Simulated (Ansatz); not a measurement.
**interstitial P in Ge: molecular dynamics**

The plan is to see whether the interstitial stays in its void or moves on. The start is relaxed first. Runs: 90 steps of 2 fs under a Langevin thermostat at 900 K; 130 steps of 2 fs under a Langevin thermostat at 1260 K. The host cell (diamond) has 16 atoms; the extra atom is the last.

Program: Ansatz 0.2.0. Level of theory: DFT PBEsol, plane waves, PAW, scalar-relativistic, no spin polarisation. These are calculated values, not measurements.

## (1) The starting structure

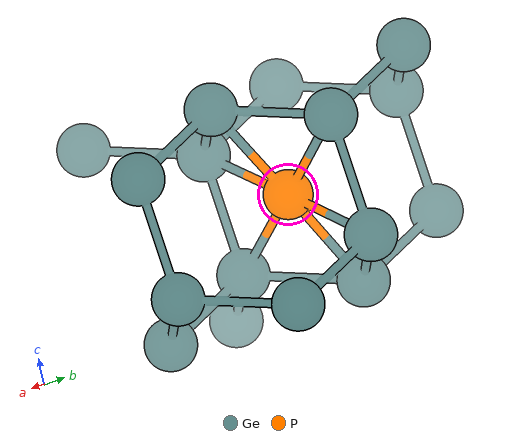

Start, viewed slightly off an axis; germanium teal, phosphorus orange. Each atom of the cell is drawn once, at one copy chosen for all pictures, so bonds across the cell's faces may be missing. Ringed: P17.

Structure file:

```
CELL_PARAMETERS angstrom
0.00000 5.66000 5.66000
5.66000 0.00000 5.66000
5.66000 5.66000 0.00000
ATOMIC_POSITIONS crystal
Ge 0.00000 0.00000 0.00000
Ge 0.12500 0.12500 0.12500
Ge 0.00000 0.00000 0.50000
Ge 0.12500 0.12500 0.62500
Ge 0.00000 0.50000 0.00000
Ge 0.12500 0.62500 0.12500
Ge 0.00000 0.50000 0.50000
Ge 0.12500 0.62500 0.62500
Ge 0.50000 0.00000 0.00000
Ge 0.62500 0.12500 0.12500
Ge 0.50000 0.00000 0.50000
Ge 0.62500 0.12500 0.62500
Ge 0.50000 0.50000 0.00000
Ge 0.62500 0.62500 0.12500
Ge 0.50000 0.50000 0.50000
Ge 0.62500 0.62500 0.62500
P 0.05403 0.31168 0.31280
```

## (2) Relaxing the start

input.yaml reads:

```yaml
accuracy: low
crystal:
  lattice:
    - [0.0, 5.66, 5.66]
    - [5.66, 0.0, 5.66]
    - [5.66, 5.66, 0.0]
  atoms:
    - { symbol: Ge, position: [0.0, 0.0, 0.0] }
    - { symbol: Ge, position: [0.125, 0.125, 0.125] }
    - { symbol: Ge, position: [0.0, 0.0, 0.5] }
    - { symbol: Ge, position: [0.125, 0.125, 0.625] }
    - { symbol: Ge, position: [0.0, 0.5, 0.0] }
    - { symbol: Ge, position: [0.125, 0.625, 0.125] }
    - { symbol: Ge, position: [0.0, 0.5, 0.5] }
    - { symbol: Ge, position: [0.125, 0.625, 0.625] }
    - { symbol: Ge, position: [0.5, 0.0, 0.0] }
    - { symbol: Ge, position: [0.625, 0.125, 0.125] }
    - { symbol: Ge, position: [0.5, 0.0, 0.5] }
    - { symbol: Ge, position: [0.625, 0.125, 0.625] }
    - { symbol: Ge, position: [0.5, 0.5, 0.0] }
    - { symbol: Ge, position: [0.625, 0.625, 0.125] }
    - { symbol: Ge, position: [0.5, 0.5, 0.5] }
    - { symbol: Ge, position: [0.625, 0.625, 0.625] }
    - { symbol: P, position: [0.0540281, 0.3116772, 0.3128032] }
basis:
  ecutwfc: 420.0
kpoints:
  mp_grid: { grid: [2, 2, 2] }
hamiltonian:
  xc: pbesol
  pseudopotentials: { kind: paw, azcp: { folder: soft_1 } }
scf:
  occupations: { method: fermi_dirac, width: 0.1 }
  lower_state_search: "off"
relax:
  f_tol: 0.08
  max_steps: 25
  adjacent_minimum: "off"
```

Launch:

```console
> ansatz run input.yaml --threads 2 --pin off --max-ram 5120MiB --backend cpu --events-out ev --progress --plain --runs-dir out
```

The program printed (excerpt; [...] marks lines left out):

```text
Warning: <dir> the record states the generating functional pbe (its physics header spells it `PBE`), which answers neither for hamiltonian.xc's functional nor for the pbesol family's — results may be inconsistent (PPs are generated against a specific XC)
[...]
Warning: RAYON_NUM_THREADS=2 ignored (pool sized by the plan → 2); use --threads N
[...]
Pseudopotentials: kind: paw
Pseudopotential: Ge, paw, valence charge 14, recommended cutoff 420 eV (normal), <dir>
Pseudopotential: P, paw, valence charge 5, recommended cutoff 420 eV (normal), <dir>
Functional definition: PBEsol
[...]
Crystal: 17 atoms, lattice volume = 362.643 Å³
Basis set: ecut = 420 eV, 7119 PW (Γ), exchange–correlation on 108×108×108 points (8 copies of the dense FFT grid, shifted against one another)
Bands: 138, of which v1, the nominal top of the filled ones, is band 115 counted from 1 (114 counted from 0)
Symmetry: 1 space group operations
Space group: P1 (ITA 1), of the structure as read, at distance tolerance 7.1e-5 Å
k-points: 8
[...]
SCF iter   1: F=—  HF=-68792.044508 eV  |F-HF|=—  |Δ(HF+E_count)|=         —  Δρ=3.48e-2  dr2=3.94e0  ethr=3.10e-3  ⟨swp⟩=6.8  Hψ=4257  notcnv=0  defer=9
[...]
relax step   1: F+E_penalty+E_count = -68791.36787600 eV  Δ(F+E_penalty+E_count) = +0.000e0 eV  max|allowed force component| = 1.940e0 eV/Å  Δτ_max = 0.0000 Å  (8 SCF iters, dr2 threshold 1.00e-4 eV, accepted)
[...]
relax step   2: F+E_penalty+E_count = -68791.93494636 eV  Δ(F+E_penalty+E_count) = -5.671e-1 eV  max|allowed force component| = 6.553e-1 eV/Å  Δτ_max = 0.1187 Å  (6 SCF iters, dr2 threshold 1.00e-4 eV, accepted)
[...]
relax step   3: F+E_penalty+E_count = -68792.10383553 eV  Δ(F+E_penalty+E_count) = -1.689e-1 eV  max|allowed force component| = 9.813e-2 eV/Å  Δτ_max = 0.1550 Å  (5 SCF iters, dr2 threshold 2.68e-5 eV, accepted)
```

## (3) More of the same log: start relaxed

The log, continued:

```text
SCF iter   1: F=—  HF=-68792.176967 eV  |F-HF|=—  |Δ(HF+E_count)|=         —  Δρ=1.05e-2  dr2=1.59e-1  ethr=8.71e-4  ⟨swp⟩=5.5  Hψ=2653  notcnv=0  defer=66
preconditioner: auto → LDOS  [metal: Δε(μ)=0.096 eV  Ē_g=22.134 eV  σ=0.100 eV  W_gap=0.24  n_scr=112 (ndim 8)  ℏωp=29.5 eV  f_vac=0.046  D(μ)=5.68/eV (n_scr^D=26)  β→1.0]
[...]
relax step   4: F+E_penalty+E_count = -68792.15890441 eV  Δ(F+E_penalty+E_count) = -5.507e-2 eV  max|allowed force component| = 1.485e-1 eV/Å  Δτ_max = 0.2000 Å  (8 SCF iters, accepted)
preconditioner: auto → LDOS  [metal: Δε(μ)=0.064 eV  Ē_g=22.105 eV  σ=0.100 eV  W_gap=0.16  n_scr=112 (ndim 8)  ℏωp=29.5 eV  f_vac=0.041  D(μ)=5.68/eV (n_scr^D=26)  β→1.0]
relax step   5: F+E_penalty+E_count = -68792.17303079 eV  Δ(F+E_penalty+E_count) = -1.413e-2 eV  max|allowed force component| = 3.648e-2 eV/Å  Δτ_max = 0.0776 Å  (7 SCF iters, accepted)
preconditioner: auto → LDOS  [metal: Δε(μ)=0.072 eV  Ē_g=22.104 eV  σ=0.100 eV  W_gap=0.18  n_scr=112 (ndim 8)  ℏωp=29.5 eV  f_vac=0.040  D(μ)=5.71/eV (n_scr^D=26)  β→1.0]
relax step   6: F+E_penalty+E_count = -68792.17313313 eV  Δ(F+E_penalty+E_count) = -1.023e-4 eV  max|allowed force component| = 3.652e-2 eV/Å  Δτ_max = 0.0153 Å  (6 SCF iters, accepted)
preconditioner: auto → LDOS  [metal: Δε(μ)=0.064 eV  Ē_g=22.098 eV  σ=0.100 eV  W_gap=0.16  n_scr=112 (ndim 8)  ℏωp=29.5 eV  f_vac=0.039  D(μ)=5.73/eV (n_scr^D=26)  β→1.0]
relax step   7: F+E_penalty+E_count = -68792.17504558 eV  Δ(F+E_penalty+E_count) = -1.912e-3 eV  max|allowed force component| = 1.760e-2 eV/Å  Δτ_max = 0.0379 Å  (7 SCF iters, accepted)
preconditioner: auto → LDOS  [metal: Δε(μ)=0.060 eV  Ē_g=22.090 eV  σ=0.100 eV  W_gap=0.15  n_scr=112 (ndim 8)  ℏωp=29.5 eV  f_vac=0.039  D(μ)=5.75/eV (n_scr^D=26)  β→1.0]
relax step   8: F+E_penalty+E_count = -68792.17557271 eV  Δ(F+E_penalty+E_count) = -5.271e-4 eV  max|allowed force component| = 1.277e-2 eV/Å  Δτ_max = 0.0322 Å  (6 SCF iters, accepted)
preconditioner: auto → LDOS  [metal: Δε(μ)=0.056 eV  Ē_g=22.081 eV  σ=0.100 eV  W_gap=0.14  n_scr=112 (ndim 8)  ℏωp=29.5 eV  f_vac=0.038  D(μ)=5.77/eV (n_scr^D=26)  β→1.0]
relax step   9: F+E_penalty+E_count = -68792.17609364 eV  Δ(F+E_penalty+E_count) = -5.209e-4 eV  max|allowed force component| = 1.716e-2 eV/Å  Δτ_max = 0.0323 Å  (7 SCF iters, accepted)
preconditioner: auto → LDOS  [metal: Δε(μ)=0.017 eV  Ē_g=22.055 eV  σ=0.100 eV  W_gap=0.04  n_scr=112 (ndim 8)  ℏωp=29.5 eV  f_vac=0.037  D(μ)=5.91/eV (n_scr^D=26)  β→1.0]
relax step  10: F+E_penalty+E_count = -68792.18200411 eV  Δ(F+E_penalty+E_count) = -5.910e-3 eV  max|allowed force component| = 1.175e-1 eV/Å  Δτ_max = 0.1954 Å  (8 SCF iters, accepted)
preconditioner: auto → LDOS  [metal: Δε(μ)=0.084 eV  Ē_g=22.030 eV  σ=0.100 eV  W_gap=0.20  n_scr=112 (ndim 8)  ℏωp=29.5 eV  f_vac=0.035  D(μ)=5.87/eV (n_scr^D=26)  β→1.0]
relax step  11: F+E_penalty+E_count = -68792.17070164 eV  Δ(F+E_penalty+E_count) = +1.130e-2 eV  max|allowed force component| = 2.857e-1 eV/Å  Δτ_max = 0.1946 Å  (6 SCF iters, dr2 threshold 1.38e-5 eV, rejected (line search))
preconditioner: auto → LDOS  [metal: Δε(μ)=0.041 eV  Ē_g=22.064 eV  σ=0.100 eV  W_gap=0.10  n_scr=112 (ndim 8)  ℏωp=29.5 eV  f_vac=0.033  D(μ)=6.06/eV (n_scr^D=26)  β→1.0]
relax step  12: F+E_penalty+E_count = -68792.20815654 eV  Δ(F+E_penalty+E_count) = -2.615e-2 eV  max|allowed force component| = 1.047e-1 eV/Å  Δτ_max = 0.0973 Å  (8 SCF iters, accepted)
preconditioner: auto → LDOS  [metal: Δε(μ)=0.056 eV  Ē_g=22.054 eV  σ=0.100 eV  W_gap=0.14  n_scr=112 (ndim 8)  ℏωp=29.5 eV  f_vac=0.036  D(μ)=5.83/eV (n_scr^D=26)  β→1.0]
relax step  13: F+E_penalty+E_count = -68792.22050405 eV  Δ(F+E_penalty+E_count) = -1.235e-2 eV  max|allowed force component| = 7.203e-2 eV/Å  Δτ_max = 0.0974 Å  (5 SCF iters, dr2 threshold 8.70e-6 eV, accepted)
preconditioner: auto → LDOS  [metal: Δε(μ)=0.063 eV  Ē_g=22.053 eV  σ=0.100 eV  W_gap=0.15  n_scr=112 (ndim 8)  ℏωp=29.5 eV  f_vac=0.036  D(μ)=5.89/eV (n_scr^D=26)  β→1.0]
relax step  14: F+E_penalty+E_count = -68792.22050883 eV  Δ(F+E_penalty+E_count) = -4.774e-6 eV  max|allowed force component| = 7.196e-2 eV/Å  Δτ_max = 0.0000 Å  (5 SCF iters, accepted)
Free energy (F): -68792.220509 eV
Harris-Foulkes:  -68792.220509 eV  (|F-HF|=8.73e-9)
[...]
Internal energy: -68792.040719 eV  (E = F + TS)
E sigma→0 (E₀):  -68792.130614 eV
Entropy (-TS):   -0.179790 eV (-10.576 meV/atom)
Fermi energy:    8.841960 eV
--- Per-component energies (eV) ---
  E_band       = -2289.588892
  E_kinetic    = 1560.535702
  E_local      = -35392.607162  (includes V_loc(G=0)·N_el)
  E_nonlocal   = 3534.654198
  E_hartree    = 16885.041889
  E_xc         = -1214.628984
  E_vxc        = -1109.552060  (∫ρ·V_xc dr)
  E_paw        = -32089.489802  (= ΣΔE_a)
  E_vpaw       = -4652.703220  (= ΣTr[D̂ρ^β])
  E_aug_tail   = 0.000240  (compensation charges beyond the density's cutoff)
  E_ewald      = -22090.279900
  E_core_change = 14.733101  (= ΣΔE_core)
  E_smearing   = -0.179790  (= −TS)
  E_closure    = -0.000000  (closes the sum)
  Σ components = -68792.220509   (vs F -68792.220509, Δ=0.00e0)
--- Forces (eV/Å), atoms counted from 1 ---
  atom   1  Ge    -0.02535993     0.04380491     0.04370213
  atom   2  Ge     0.03934323     0.02390819     0.02457455
  atom   3  Ge     0.02767893    -0.04489111     0.03969962
  atom   4  Ge    -0.02663027    -0.00573399     0.00741468
  atom   5  Ge     0.02545234     0.04162310    -0.04468340
  atom   6  Ge    -0.02516435     0.00524122    -0.00344007
  atom   7  Ge    -0.00421070    -0.01397805    -0.01604707
  atom   8  Ge     0.00284949    -0.01004702    -0.00763110
  atom   9  Ge    -0.00171253    -0.01440467    -0.01160682
  atom  10  Ge     0.00665357    -0.02816939    -0.03242675
  atom  11  Ge     0.02232505    -0.01338090    -0.00305297
  atom  12  Ge     0.03036358    -0.00876469     0.02702625
  atom  13  Ge     0.02109956    -0.00552220    -0.01157012
  atom  14  Ge     0.03323834     0.03002739    -0.00986433
  atom  15  Ge    -0.02794536     0.00381122     0.00224695
  atom  16  Ge    -0.02601551    -0.02248377    -0.02168367
  atom  17  P     -0.07196419     0.01895849     0.01734080
  max |Σ_I F_I| component: 1.32e-6 eV/Å
--- Relaxed structure (14 steps of the walk, 13 accepted, 0 SCFs on fresh bases) ---
  F+E_penalty+E_count = -68792.22050883 eV   max|allowed force component| = 7.196e-2 eV/Å
  atoms:
    - { symbol: Ge, position: [-0.07011460547390909, 0.02317931937311758, 0.023173549694641284] }
    - { symbol: Ge, position: [0.09632314691089637, 0.12647927384612417, 0.12671301598170356] }
    - { symbol: Ge, position: [0.008908956186149276, -0.05543275905934837, 0.5227965903957553] }
    - { symbol: Ge, position: [0.09674397533787528, 0.125597076356036, 0.6500611671263433] }
    - { symbol: Ge, position: [0.008761895706580647, 0.5227153364957293, -0.05524162261473395] }
    - { symbol: Ge, position: [0.09670437519831565, 0.6500235880781045, 0.125752261125485] }
    - { symbol: Ge, position: [0.00901586025743939, 0.5223352920055692, 0.5224469281605063] }
    - { symbol: Ge, position: [0.23622685707305752, 0.5872919396068164, 0.5876452256575662] }
    - { symbol: Ge, position: [0.4710102359908045, 0.005264566545294946, 0.005270329254008388] }
    - { symbol: Ge, position: [0.5591975609653644, 0.14700613489848005, 0.1470519198862691] }
    - { symbol: Ge, position: [0.47134224801712254, 0.004625908868966411, 0.5185961735365039] }
    - { symbol: Ge, position: [0.632820233903486, 0.09778253426277894, 0.6345037949935048] }
    - { symbol: Ge, position: [0.47126231184174017, 0.5185071685018288, 0.0047155008839156465] }
    - { symbol: Ge, position: [0.6327322356761185, 0.6345398065281951, 0.09769170121459014] }
    - { symbol: Ge, position: [0.6559579782308533, 0.4480683149492741, 0.44795058365363283] }
    - { symbol: Ge, position: [0.6331368415553269, 0.634358391594251, 0.6344529003733298] }
    - { symbol: P, position: [0.04399799262277848, 0.3193353071487813, 0.3192231806769781] }
```

It took 3.1 min on 2 threads of Intel Xeon Platinum 8259CL at 2.50GHz (Skylake/Cascade Lake), shared host; peak memory 1.1 GiB.

Step by step:

```
step  energy from step 1 (eV/cell)  largest force component (eV/Å)
   1                        0.0000                          1.9395
   2                       -0.5671                          0.6553
   3                       -0.7360                          0.0981
   4                       -0.7910                          0.1485
   5                       -0.8052                          0.0365
   6                       -0.8053                          0.0365
   7                       -0.8072                          0.0176
   8                       -0.8077                          0.0128
   9                       -0.8082                          0.0172
  10                       -0.8141                          0.1175
 11x                       -0.8028                          0.2857
  12                       -0.8403                          0.1047
  13                       -0.8526                          0.0720
  14                       -0.8526                          0.0720
```

Step 1 is the start. Step 14 solves the same geometry again. 1 step was tried and not accepted (11; marked x where the table lists them).

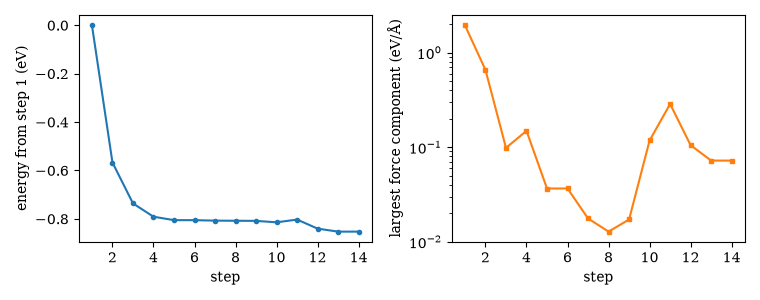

How energy and force went from step to step.

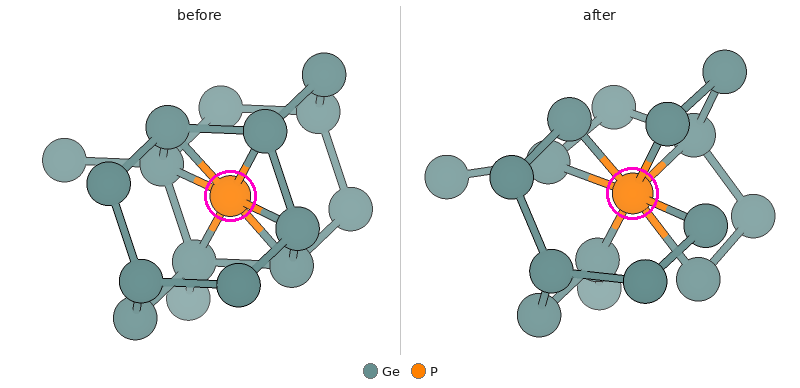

The structure before (left) and after (right), drawn at the same scale. Each atom of the cell is drawn once, at one copy chosen for all pictures, so bonds across the cell's faces may be missing.

Largest move: Ge15, 1.02 Å.

## (4) Run 1

90 steps of 2 fs under a Langevin thermostat at 900 K, from the relaxed start.

input.yaml reads:

```yaml
accuracy: low
crystal:
  lattice:
    - [0.0, 5.66, 5.66]
    - [5.66, 0.0, 5.66]
    - [5.66, 5.66, 0.0]
  atoms:
    - { symbol: Ge, position: [-0.07011461, 0.02317932, 0.02317355] }
    - { symbol: Ge, position: [0.09632315, 0.12647927, 0.12671302] }
    - { symbol: Ge, position: [0.00890896, -0.05543276, 0.52279659] }
    - { symbol: Ge, position: [0.09674398, 0.12559708, 0.65006117] }
    - { symbol: Ge, position: [0.0087619, 0.52271534, -0.05524162] }
    - { symbol: Ge, position: [0.09670438, 0.65002359, 0.12575226] }
    - { symbol: Ge, position: [0.00901586, 0.52233529, 0.52244693] }
    - { symbol: Ge, position: [0.23622686, 0.58729194, 0.58764523] }
    - { symbol: Ge, position: [0.47101024, 0.00526457, 0.00527033] }
    - { symbol: Ge, position: [0.55919756, 0.14700613, 0.14705192] }
    - { symbol: Ge, position: [0.47134225, 0.00462591, 0.51859617] }
    - { symbol: Ge, position: [0.63282023, 0.09778253, 0.63450379] }
    - { symbol: Ge, position: [0.47126231, 0.51850717, 0.0047155] }
    - { symbol: Ge, position: [0.63273224, 0.63453981, 0.0976917] }
    - { symbol: Ge, position: [0.65595798, 0.44806831, 0.44795058] }
    - { symbol: Ge, position: [0.63313684, 0.63435839, 0.6344529] }
    - { symbol: P, position: [0.04399799, 0.31933531, 0.31922318] }
basis:
  ecutwfc: 420.0
kpoints:
  mp_grid: { grid: [2, 2, 2] }
hamiltonian:
  xc: pbesol
  pseudopotentials: { kind: paw, azcp: { folder: soft_1 } }
scf:
  occupations: { method: fermi_dirac, width: 0.1 }
  lower_state_search: "off"
md:
  timestep: 2
  n_steps: 90
  ensemble: nvt_langevin
  temperature: 900.0
  initial_velocities: maxwell_boltzmann
  seed: 669175
  friction: 0.05
```

Launch:

```console
> ansatz run input.yaml --threads 2 --pin off --max-ram 5120MiB --backend cpu --events-out ev --progress --plain --runs-dir out
```

The program printed (excerpt; [...] marks lines left out):

```text
Warning: md: disabling space-group detection — thermal motion breaks the input geometry's symmetry, so no spatial operation reduces the k-mesh or symmetrises the density; time reversal is kept, so that k and −k are solved as one point where they differ and the mesh holds both, and exact [...]
Warning: <dir> the record states the generating functional pbe (its physics header spells it `PBE`), which answers neither for hamiltonian.xc's functional nor for the pbesol family's — results may be inconsistent (PPs are generated against a specific XC)
[...]
Warning: RAYON_NUM_THREADS=2 ignored (pool sized by the plan → 2); use --threads N
[...]
[... 1 set-up line as earlier in the session ...]
[...]
md step     0: t =     0.00 fs  T =   847.1 K  F+E_penalty+E_count = -68792.22050883 eV  E_kin = 1.861344 eV  (13 SCF iters)
[...]
md step     4: t =     8.00 fs  T =   554.5 K  F+E_penalty+E_count = -68792.11272647 eV  E_kin = 1.218510 eV  (7 SCF iters)
[...]
md step     8: t =    16.00 fs  T =   589.0 K  F+E_penalty+E_count = -68791.93789002 eV  E_kin = 1.294297 eV  (6 SCF iters)
[...]
md step    12: t =    24.00 fs  T =   888.3 K  F+E_penalty+E_count = -68791.73998400 eV  E_kin = 1.951963 eV  (5 SCF iters)
[...]
md step    15: t =    30.00 fs  T =  1133.7 K  F+E_penalty+E_count = -68791.51776428 eV  E_kin = 2.491187 eV  (6 SCF iters)
md step    16: t =    32.00 fs  T =  1390.5 K  F+E_penalty+E_count = -68791.40684536 eV  E_kin = 3.055510 eV  (6 SCF iters)
```

## (5) More of the same log: dynamics from the start

Output, continued (excerpt; [...] marks lines left out):

```text
md step    17: t =    34.00 fs  T =  1364.2 K  F+E_penalty+E_count = -68791.28434705 eV  E_kin = 2.997675 eV  (6 SCF iters)
[...]
md step    35: t =    70.00 fs  T =   509.9 K  F+E_penalty+E_count = -68791.14928065 eV  E_kin = 1.120427 eV  (5 SCF iters)
[...]
md step    53: t =   106.00 fs  T =   949.5 K  F+E_penalty+E_count = -68791.00278842 eV  E_kin = 2.086379 eV  (6 SCF iters)
[...]
  atom   3  Ge    -0.14010394     0.04961290     0.73379487
  atom   4  Ge    -0.12079552     0.93573404    -0.81686528
  atom   5  Ge    -1.41922300     0.03078277    -0.30427239
  atom   6  Ge     0.30079564     0.39508080     0.07496735
  atom   7  Ge     0.61336955    -0.88123336     0.30067954
  atom   8  Ge     0.41051722     0.61547050     0.02414772
[...]
--- MD trajectory: 90 steps, t = 0.0 → 180.0 fs ---
  final state: T = 1012.4 K   F+E_penalty+E_count = -68790.11670180 eV   E_kin = 2.224572 eV
```

Run time: 20 min. Hardware: 2 threads of Intel Xeon Platinum 8259CL at 2.50GHz (Skylake/Cascade Lake), shared host; peak memory 1.3 GiB.

## (6) What the atoms did

One step in 5; energies are changes from step 0; msd is the mean square displacement from the start, the centre of mass held:

```
time (fs)  T (K)  potential energy change (meV/atom)  msd P (Å²)  msd Ge (Å²)
      0.0    847                                 0.0       0.000        0.000
     10.0    600                                 9.0       0.003        0.002
     20.0    703                                21.7       0.008        0.005
     30.0   1134                                41.3       0.022        0.010
     40.0   1153                                78.1       0.035        0.021
     50.0    939                                83.7       0.058        0.030
     60.0    724                                64.7       0.107        0.034
     70.0    510                                63.0       0.147        0.037
     80.0    687                                67.8       0.168        0.043
     90.0   1025                                64.1       0.117        0.050
    100.0   1006                                61.8       0.092        0.058
    110.0    854                                78.7       0.087        0.070
    120.0    792                                95.7       0.077        0.079
    130.0   1132                                96.8       0.076        0.081
    140.0   1023                                90.4       0.070        0.085
    150.0   1131                                90.9       0.077        0.083
    160.0    729                               108.4       0.107        0.089
    170.0    783                               122.0       0.106        0.096
    180.0   1012                               123.8       0.055        0.095
```

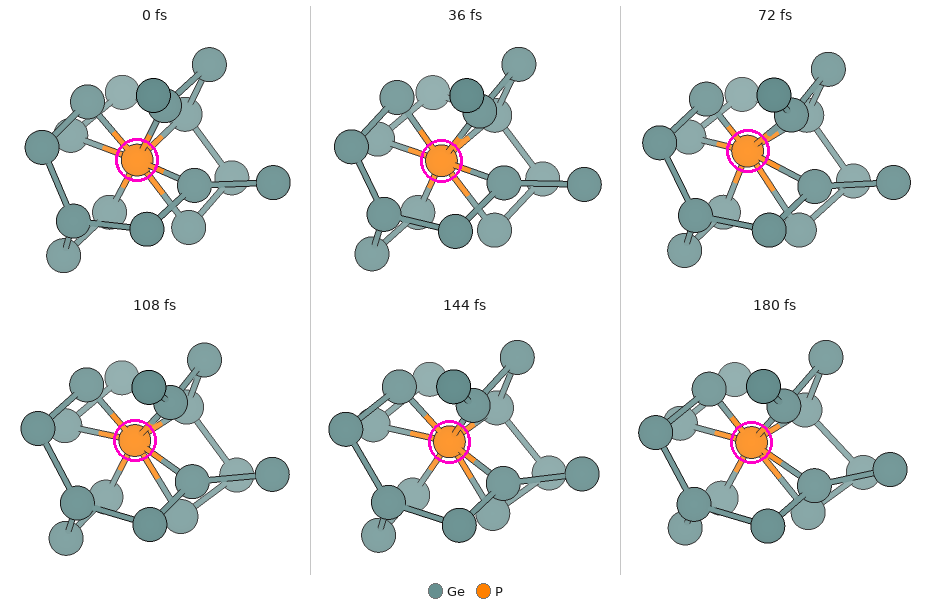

Six frames of the run, seen slightly off an axis. Each atom of the cell is drawn once, at one copy chosen for all pictures, so bonds across the cell's faces may be missing. Atoms are followed across the cell's faces. Sticks are the contacts of the first frame, kept unless stretched by 40 %.

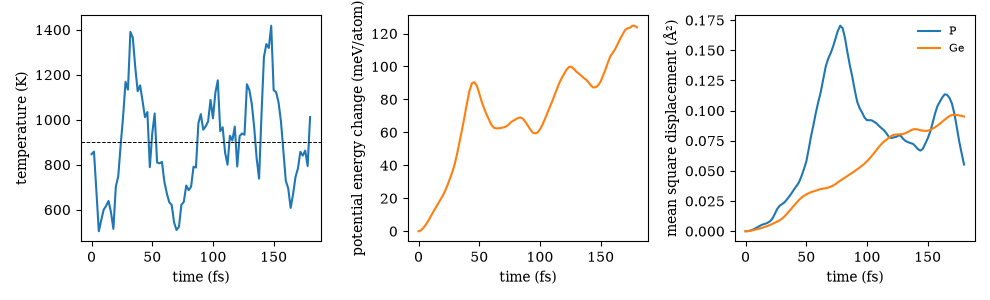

Traces against time; each panel has its own scale. The dashed line is the set temperature.

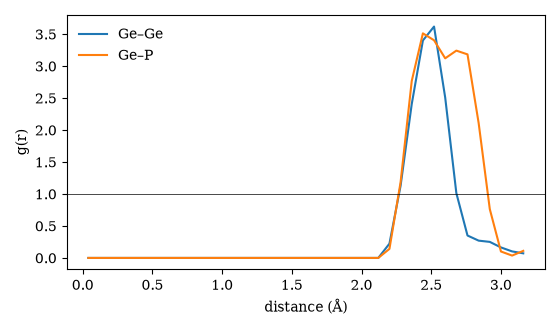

Pair distribution functions over the second half of the run, in bins of 0.08 Å, lightly smoothed, out to 3.3 Å.

First peaks of g(r) that rise above 1 (not always the tallest), and, where a minimum follows, the mean number of second-named atoms round a first-named one up to the next minimum:

```csv
pair,peak (Å),height,minimum (Å),neighbours
Ge–Ge,2.52,3.6,-,-
Ge–P,2.44,3.5,-,-
```

[end of part 1 of 2]
